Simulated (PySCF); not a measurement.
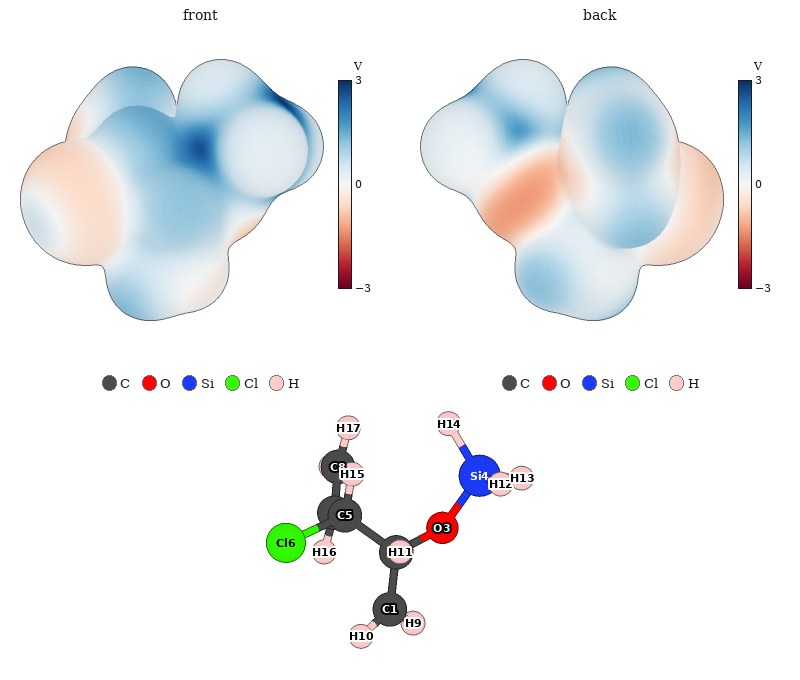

*C5H10ClOSi (doublet). The molecular electrostatic potential painted on the density surface at 0.004 e/bohr³, seen from the front and from behind; the colour scale runs from red (negative) to blue (positive). The bare structure is drawn below in the same view.*

Geometry: GFN2-xTB.

The calculation used PySCF, UKS B3LYP, pcH-1 on C Cl H O Si, non-relativistic, mean-field spin-orbit, GIAO.

```yaml
atoms:
  - { symbol: C, position_ang: [0.6161, -2.1374, 0.2543] }
  - { symbol: C, position_ang: [0.7738, -0.7014, 0.5045] }
  - { symbol: O, position_ang: [1.0623, -0.0281, -0.6789] }
  - { symbol: Si, position_ang: [1.7753, 1.4016, -0.9424] }
  - { symbol: C, position_ang: [-0.5083, -0.0498, 1.1271] }
  - { symbol: Cl, position_ang: [-0.8303, -0.8082, 2.7095] }
  - { symbol: C, position_ang: [-1.6847, -0.2128, 0.2343] }
  - { symbol: C, position_ang: [-2.3139, 0.8011, -0.3313] }
  - { symbol: H, position_ang: [0.5106, -2.4870, -0.7521] }
  - { symbol: H, position_ang: [0.5663, -2.8210, 1.0771] }
  - { symbol: H, position_ang: [1.5772, -0.5354, 1.2453] }
  - { symbol: H, position_ang: [3.0914, 1.4519, -0.2984] }
  - { symbol: H, position_ang: [1.8178, 1.3650, -2.3925] }
  - { symbol: H, position_ang: [0.9884, 2.5259, -0.4202] }
  - { symbol: H, position_ang: [-0.2990, 1.0053, 1.3198] }
  - { symbol: H, position_ang: [-1.9870, -1.2359, 0.0580] }
  - { symbol: H, position_ang: [-2.0144, 1.8221, -0.1608] }
  - { symbol: H, position_ang: [-3.1503, 0.6505, -0.9914] }
```

Which sites attract a positive test charge, and which a negative one?

A positive charge is drawn to the negative regions and a negative charge to the positive ones. The most negative region (about −1.3 V, or −30 kcal/mol for a unit charge) lies over O3, the most positive (about +2.6 V, or +60 kcal/mol for a unit charge) over Si4. Cl6 shows a σ-hole: about +0.5 V, or +12 kcal/mol for a unit charge at the tip opposite its bond, against about −0.4 V, or −9 kcal/mol for a unit charge on its flanks. O3 is the likeliest acceptor of a hydrogen bond.
